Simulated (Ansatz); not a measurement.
**C$_{2}$H$_{4}$AlB (SMILES [AlH2][C]1=CB1): density, localisation and related maps**

Input

```
basis:
  gaussian:
    orbitals: def2-TZVPD
crystal:
  periodic: [false, false, false]
  atoms:
    - {symbol: C, position_ang: [-1.232127, 0.048594, -0.181960]}
    - {symbol: C, position_ang: [-1.021808, 1.028731, 0.744363]}
    - {symbol: Al, position_ang: [-2.121087, -1.527276, -0.840074]}
    - {symbol: B, position_ang: [-0.179180, 1.098403, -0.438595]}
    - {symbol: H, position_ang: [-3.394142, -1.356038, -1.772048]}
    - {symbol: H, position_ang: [-1.498098, -2.950309, -0.515393]}
    - {symbol: H, position_ang: [-1.438745, 1.299710, 1.717298]}
    - {symbol: H, position_ang: [0.671196, 1.554941, -1.142355]}
hamiltonian:
  xc: pbe0
output:
  forces: true
  orbitals: {seedname: orbitals}
```

Launched as:

```sh
ansatz run input.yaml --threads 2 --pin off --max-ram 4350MiB --events-out events.jsonl --progress --plain --runs-dir runs
```

Geometry: PBE0-D3(BJ)/def2-SVP.

Level of theory: isolated molecule in a Gaussian basis; Kohn-Sham density functional theory, functional PBE0 in Ansatz.

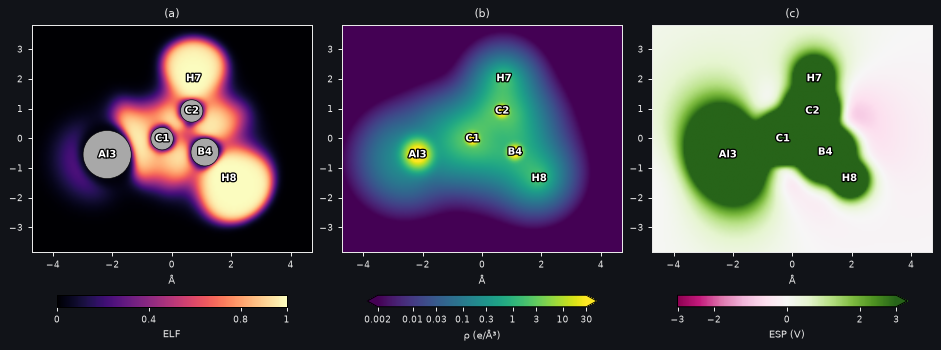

Figure 1. (a) ELF; (b) electron density; (c) electrostatic potential on the plane of atoms Al3, C1 and B4. Grey discs cover the atomic cores in the ELF map.

Question: Read the bonding off the picture.

Answer: Atoms in the plane: C, Al, B and H.
C–C (1.36 Å): the density is about 2.1 e/Å³ at the midpoint; the ELF peaks at about 0.90 between the atoms; localised, covalent bonding.
C–B (1.45 Å): ρ is about 1.5 e/Å³ halfway; the ELF peaks at about 0.85 between the atoms (localised, covalent bonding).
C–Al (1.93 Å): ρ is about 0.73 e/Å³ halfway; the ELF peaks at about 0.95 between the atoms, as expected for a shared but strongly polarised pair.
C–H (1.09 Å): the density is about 2 e/Å³ at the midpoint; the ELF climbs to about 1 towards the hydrogen, as it does in any bond to H: an ordinary covalent bond to hydrogen.
C–B (1.51 Å): ρ is about 1.4 e/Å³ halfway; the ELF peaks at about 0.80 between the atoms: localised, covalent bonding.
Outside the dense part of the molecule the potential is most negative (−0.9 V) near C2.

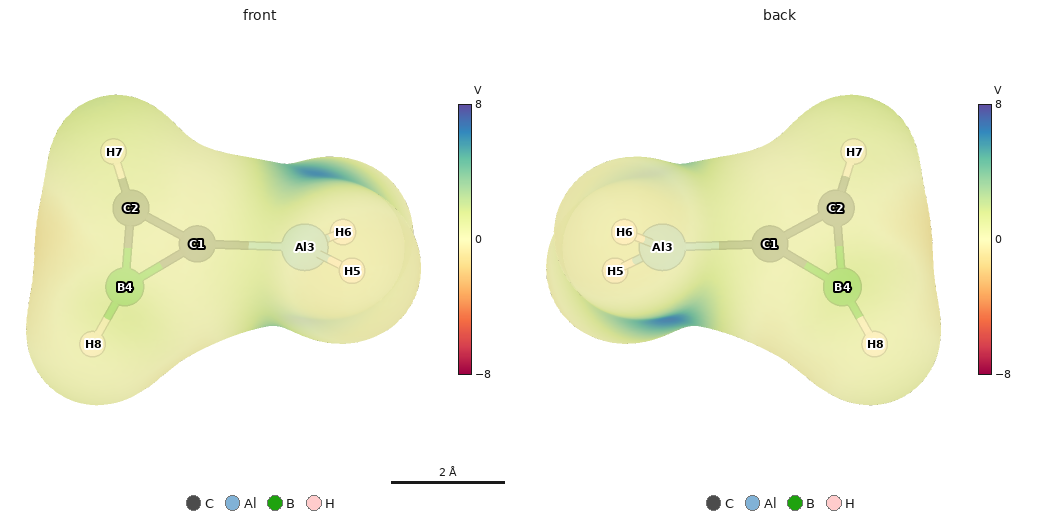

Figure 2. The electrostatic potential painted on the density surface at 0.004 e/bohr³, seen from the front and from behind; the colour scale runs from red (negative) to blue (positive).

Question: Describe the electrostatic potential map.

Answer: The most negative region (about −0.8 V) lies over C2, the most positive (about +6.1 V) over Al3.

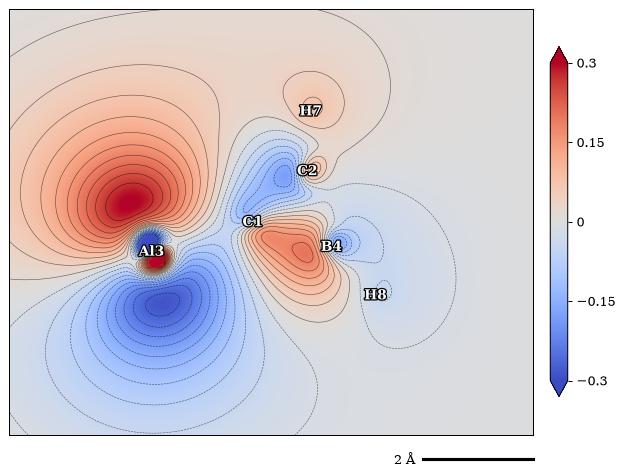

Figure 3. The LUMO on the plane of atoms Al3, C1 and B4 (values in Å⁻³ᐟ²; the overall sign is arbitrary).

Question: Describe this orbital and give its energy.

Answer: It lies mainly on Al3 (about 75 %). Its energy is −1.49 eV.
